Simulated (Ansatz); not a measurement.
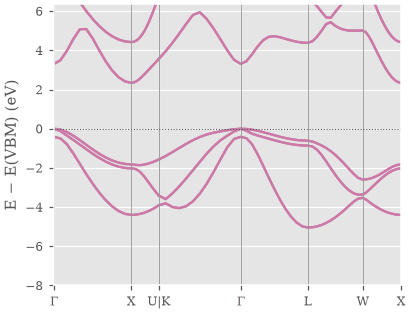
Fig. 1. Band structure from plane-wave PAW r²SCAN with spin–orbit coupling (Ansatz code)

Question: Read off the gap and where the band edges lie.

Answer: About 2.3 eV (2.34 eV by a search for the band edges); maximum at Γ, minimum at X.

The material is MgSe (rock salt, Fm-3m).

The r²SCAN relaxation kept the symmetry of its start.

Potentials: the later of the program's two PAW sets.
